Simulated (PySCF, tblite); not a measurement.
# C₅H₈S₂Si: a rotation path, then NMR shifts on frames, part 1 of 2

How do NMR shifts of C₅H₈S₂Si (`CS[SiH2]c1cccs1`) change as the atoms move?

The runs use tblite 0.8.0 and PySCF 2.14.0, with density-fitted response routines of our own; the level of theory stands in each step. All values are computed, except where a source is named. Atoms count from 0, in the outputs and in this text.

### 1 The molecule as given

16 atoms, charge 0, multiplicity 1; geometry from: GFN2-xTB.

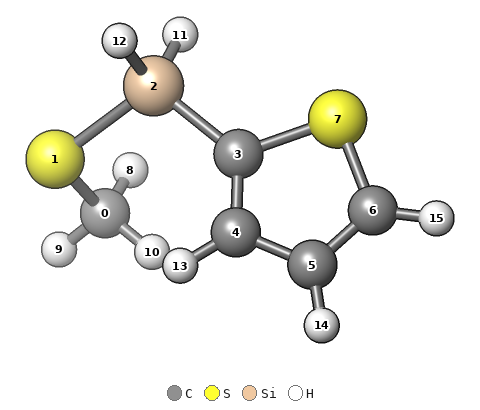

As it starts; carbon grey, sulfur yellow, silicon light orange, hydrogen white, atoms numbered.

### 2 A band between two rotamers with GFN2-xTB

Job settings and geometry (Å):

```
{"job": {"kind": "neb", "xc": "GFN2-xTB", "basis": "xTB", "atoms": [3, 2, 1, 0], "turn": 120}, "charge": 0, "multiplicity": 1}
C      2.267193     1.410078    -0.026147
S      2.351332     0.201845     1.336330
Si     1.241774    -1.417186     0.468683
C     -0.471459    -0.798784     0.039009
C     -1.186787     0.223773     0.595887
C     -2.465352     0.397376     0.027861
C     -2.716310    -0.499598    -0.960554
S     -1.398867    -1.571355    -1.210901
H      2.666782     0.965882    -0.932253
H      2.873148     2.259642     0.269207
H      1.237731     1.720068    -0.177306
H      1.921399    -1.833447    -0.756836
H      1.232163    -2.437948     1.504577
H     -0.801575     0.832847     1.395637
H     -3.162616     1.154659     0.339472
H     -3.596156    -0.598907    -1.565031
```

With the program's defaults for keys left out, this is: GFN2-xTB climbing-image nudged elastic band, gas phase.

Launch:

```sh
$ OMP_NUM_THREADS=1 python probes_run.py task.json out
```

This one command runs all jobs of the session in turn.

Output:

```text
image   E - E0 / eV
  0       0.0000
  1       0.0178
  2       0.0503
  3       0.0865
  4       0.1070
  5       0.0937
  6       0.0738
  7       0.0363
  8      -0.0019
```

It took 7.7 s on 1 thread of Arm Neoverse V2, shared host; peak memory 0.19 GiB.

The final band, with the dihedral C3–Si2–S1–C0:

```tsv
image	dihedral (°)	energy (eV)	energy (kcal/mol)
0	-59	0.000	0.0
1	-47	0.018	0.4
2	-35	0.050	1.2
3	-17	0.086	2.0
4	8	0.107	2.5
5	33	0.094	2.2
6	56	0.074	1.7
7	75	0.036	0.8
8	62	-0.002	0.0
```

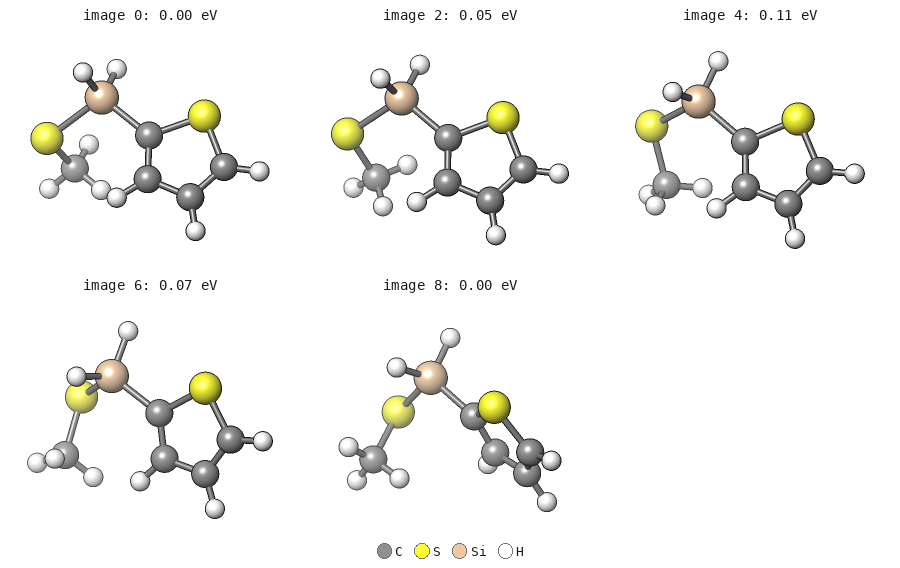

Images along the band.

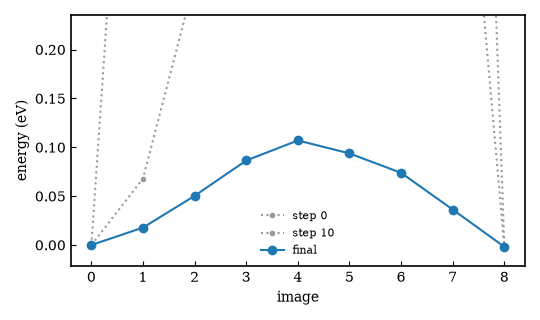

Energy along the band, early and final.

### 3 Shielding tensors: image 0, PBE0/pcSseg-1

Job settings and geometry (Å):

```
{"job": {"kind": "nmr", "xc": "PBE0", "basis": "pcSseg-1", "pop": false}, "charge": 0, "multiplicity": 1}
C      2.267200     1.410100    -0.026100
S      2.351300     0.201800     1.336300
Si     1.241800    -1.417200     0.468700
C     -0.471500    -0.798800     0.039000
C     -1.186800     0.223800     0.595900
C     -2.465400     0.397400     0.027900
C     -2.716300    -0.499600    -0.960600
S     -1.398900    -1.571400    -1.210900
H      2.666800     0.965900    -0.932300
H      2.873100     2.259600     0.269200
H      1.237700     1.720100    -0.177300
H      1.921400    -1.833400    -0.756800
H      1.232200    -2.437900     1.504600
H     -0.801600     0.832800     1.395600
H     -3.162600     1.154700     0.339500
H     -3.596200    -0.598900    -1.565000
```

Level: GIAO PBE0/pcSseg-1 NMR shielding, non-relativistic, gas phase.

Output:

```text
coarse grid: 15264 points
cycle   1  E = -1280.4413214947  dE =  1.133e+00  |g| = 3.797e-01  |ddm| = 3.952e+00
cycle   2  E = -1280.4119224747  dE =  2.940e-02  |g| = 4.987e-01  |ddm| = 1.006e+00
cycle   3  E = -1280.4787935990  dE = -6.687e-02  |g| = 9.647e-02  |ddm| = 6.748e-01
cycle   4  E = -1280.4813384703  dE = -2.545e-03  |g| = 3.419e-02  |ddm| = 1.602e-01
cycle   5  E = -1280.4816215678  dE = -2.831e-04  |g| = 8.805e-03  |ddm| = 3.988e-02
cycle   6  E = -1280.4816400118  dE = -1.844e-05  |g| = 3.126e-03  |ddm| = 1.246e-02
cycle   7  E = -1280.4816421503  dE = -2.138e-06  |g| = 6.381e-04  |ddm| = 3.651e-03
final grid: 134440 points
cycle   8  E = -1280.5334922263  dE = -2.200e-05  |g| = 9.905e-03  |ddm| = 3.148e-02
cycle   9  E = -1280.5334611504  dE =  3.108e-05  |g| = 1.440e-02  |ddm| = 2.350e-02
cycle  10  E = -1280.5335163096  dE = -5.516e-05  |g| = 1.549e-03  |ddm| = 1.661e-02
cycle  11  E = -1280.5335169992  dE = -6.896e-07  |g| = 3.832e-04  |ddm| = 2.286e-03
cycle  12  E = -1280.5335170364  dE = -3.720e-08  |g| = 7.630e-05  |ddm| = 4.380e-04
cycle  13  E = -1280.5335170376  dE = -1.161e-09  |g| = 3.516e-05  |ddm| = 1.055e-04
cycle  14  E = -1280.5335170379  dE = -3.060e-10  |g| = 1.046e-05  |ddm| = 4.451e-05
converged SCF energy = -1280.5335170379

GIAO shielding tensors (ppm)
atom      isotropic    diamagn.    paramagn.     s11        s22        s33       span
  0 C      172.196     251.855     -79.659    162.878    163.971    189.740     26.862
  1 S      706.236    1057.834    -351.598    618.518    646.795    853.395    234.877
  2 Si     383.605     879.708    -496.103    329.102    391.304    430.408    101.306
  3 C       49.548     263.366    -213.819    -26.917     29.112    146.447    173.363
  4 C       44.931     250.777    -205.845    -44.684     28.460    151.018    195.702
  5 C       54.756     253.891    -199.136    -28.370     40.570    152.067    180.438
  6 C       43.793     262.834    -219.041    -46.841     35.811    142.409    189.250
  7 S      242.719    1057.335    -814.616     78.180    256.440    393.538    315.357
  8 H       29.901      30.517      -0.616     25.105     27.142     37.455     12.349
  9 H       29.649      29.065       0.585     23.877     26.470     38.602     14.725
 10 H       29.561      32.986      -3.426     22.652     30.540     35.490     12.838
 11 H       26.347      28.795      -2.448     20.827     26.324     31.891     11.064
 12 H       26.349      27.986      -1.637     22.178     24.683     32.187     10.009
 13 H       23.979      32.684      -8.705     19.880     23.674     28.383      8.503
 14 H       24.304      30.571      -6.266     21.012     25.021     26.881      5.870
 15 H       24.099      30.436      -6.337     21.198     23.698     27.402      6.204
```

Wall time 23 s (1 thread of Arm Neoverse V2, shared host); peak memory 1 GiB.

The references, computed at this level on geometries of the same kind, shield at (ppm): 1H TMS 31.72, 13C TMS 186.9, 29Si TMS 349.2, 33S CS2 504. Their shielding less the atom's gives the shift. The references are single molecules in the gas phase. Each atom is listed at this fixed geometry, with no averaging over motion; a spectrum would average atoms that exchange fast.

```tsv
atoms	environment	σ (ppm)	δ (ppm)
C6	aromatic CH next to the ring sulfur	43.8	143.1
C4	aromatic CH	44.9	142.0
C3	substituted aromatic carbon next to the ring sulfur	49.5	137.4
C5	aromatic CH	54.8	132.2
C0	methyl carbon bonded to S	172.2	14.7
H13	hydrogen on an aromatic CH	23.98	7.74
H15	hydrogen on an aromatic CH next to the ring sulfur	24.10	7.62
H14	hydrogen on an aromatic CH	24.30	7.41
H11	hydrogen on a silicon bonded to C, S	26.35	5.37
H12	hydrogen on a silicon bonded to C, S	26.35	5.37
H10	hydrogen on a methyl carbon bonded to S	29.56	2.16
H9	hydrogen on a methyl carbon bonded to S	29.65	2.07
H8	hydrogen on a methyl carbon bonded to S	29.90	1.82
S7	aromatic ring sulfur	243	261
S1	sulfur bonded to C, Si	706	-203
Si2	silicon bonded to C, S, 2 H	383.6	-34.4
```

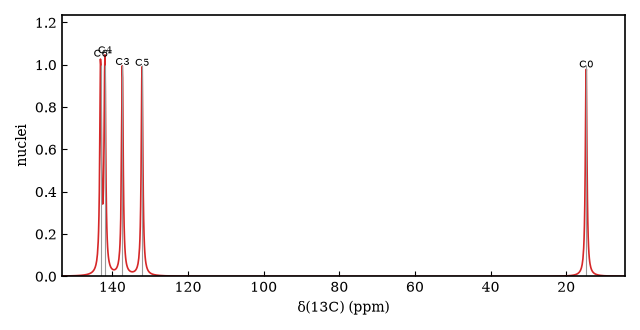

13C lines at the computed shifts, without couplings. Lines are broadened to a width of 0.51 ppm (Lorentzian).

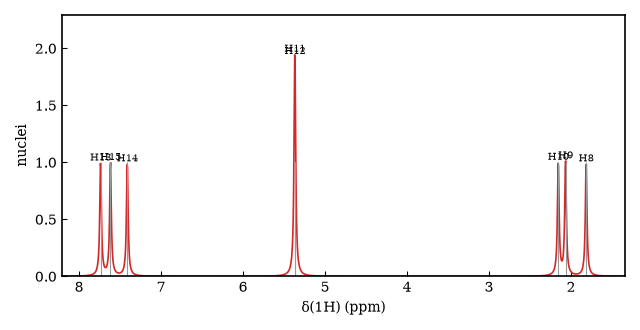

1H lines at the computed shifts, without couplings. Lines are broadened to a width of 0.02 ppm (Lorentzian).

Ring of atoms C3, C4, C5, C6, S7: NICS(0) -12.4, NICS(1) -11.8, NICS(1)zz -28.1 ppm (means of both faces).

### 4 Nuclear shieldings: image 2, PBE0/pcSseg-1

Job settings and geometry (Å):

```
{"job": {"kind": "nmr", "xc": "PBE0", "basis": "pcSseg-1", "pop": false}, "charge": 0, "multiplicity": 1}
C      2.098800     1.485200     0.075200
S      2.594300     0.062600     1.107400
Si     1.276600    -1.511500     0.471600
C     -0.406700    -0.826200     0.027800
C     -1.087200     0.254500     0.511200
C     -2.355300     0.437600    -0.077200
C     -2.636600    -0.514800    -1.002900
S     -1.358300    -1.647200    -1.172400
H      1.850300     1.157300    -0.927600
H      2.945500     2.162600     0.049400
H      1.249000     1.978400     0.534900
H      1.831700    -2.149200    -0.721300
H      1.223400    -2.400100     1.623700
H     -0.691300     0.900700     1.274800
H     -3.022600     1.242600     0.175200
H     -3.519000    -0.623600    -1.602200
```

Level: GIAO PBE0/pcSseg-1 NMR shielding, non-relativistic, gas phase.

Output:

```text
coarse grid: 15264 points
cycle   1  E = -1280.4385540606  dE =  1.133e+00  |g| = 3.787e-01  |ddm| = 3.956e+00
cycle   2  E = -1280.4113843851  dE =  2.717e-02  |g| = 4.911e-01  |ddm| = 9.943e-01
cycle   3  E = -1280.4757059409  dE = -6.432e-02  |g| = 9.715e-02  |ddm| = 6.628e-01
cycle   4  E = -1280.4783186114  dE = -2.613e-03  |g| = 3.409e-02  |ddm| = 1.641e-01
cycle   5  E = -1280.4786004854  dE = -2.819e-04  |g| = 8.676e-03  |ddm| = 4.023e-02
cycle   6  E = -1280.4786182089  dE = -1.772e-05  |g| = 3.230e-03  |ddm| = 1.242e-02
cycle   7  E = -1280.4786204982  dE = -2.289e-06  |g| = 7.237e-04  |ddm| = 3.866e-03
final grid: 134440 points
cycle   8  E = -1280.5302152101  dE = -2.232e-05  |g| = 9.894e-03  |ddm| = 3.285e-02
cycle   9  E = -1280.5301821738  dE =  3.304e-05  |g| = 1.461e-02  |ddm| = 2.378e-02
cycle  10  E = -1280.5302392853  dE = -5.711e-05  |g| = 1.586e-03  |ddm| = 1.698e-02
cycle  11  E = -1280.5302400036  dE = -7.183e-07  |g| = 3.907e-04  |ddm| = 2.290e-03
cycle  12  E = -1280.5302400418  dE = -3.825e-08  |g| = 8.189e-05  |ddm| = 4.607e-04
cycle  13  E = -1280.5302400431  dE = -1.227e-09  |g| = 4.427e-05  |ddm| = 1.205e-04
cycle  14  E = -1280.5302400436  dE = -4.823e-10  |g| = 1.412e-05  |ddm| = 5.530e-05
converged SCF energy = -1280.5302400436

GIAO shielding tensors (ppm)
atom      isotropic    diamagn.    paramagn.     s11        s22        s33       span
  0 C      172.416     251.692     -79.276    163.092    169.156    185.001     21.909
  1 S      732.338    1057.208    -324.869    604.820    679.460    912.736    307.916
  2 Si     385.490     879.388    -493.898    338.667    388.145    429.658     90.991
  3 C       50.809     263.429    -212.620    -24.506     29.634    147.299    171.805
  4 C       44.336     251.389    -207.053    -44.422     28.293    149.136    193.558
  5 C       54.671     253.815    -199.144    -27.791     41.053    150.750    178.540
  6 C       44.345     262.794    -218.449    -46.350     35.309    144.077    190.426
  7 S      237.097    1057.332    -820.235     73.341    253.601    384.348    311.007
  8 H       30.066      32.051      -1.984     25.127     29.211     35.860     10.733
  9 H       29.757      28.829       0.929     23.612     26.997     38.664     15.052
 10 H       29.430      32.669      -3.240     23.194     28.483     36.612     13.419
 11 H       26.169      28.294      -2.125     20.541     26.223     31.743     11.202
 12 H       26.303      27.775      -1.472     22.299     24.589     32.020      9.721
 13 H       24.176      33.285      -9.109     20.387     23.706     28.436      8.049
 14 H       24.303      30.773      -6.470     21.024     25.053     26.831      5.807
 15 H       24.110      30.477      -6.367     21.270     23.658     27.402      6.132
```

It took 23 s on 1 thread of Arm Neoverse V2, shared host; peak memory 0.91 GiB.

In short: δ C4 142.6, C6 142.6, C3 136.1, C5 132.3, H15 7.61, H13 7.54 ppm.

(Continued in part 2 of 2.)
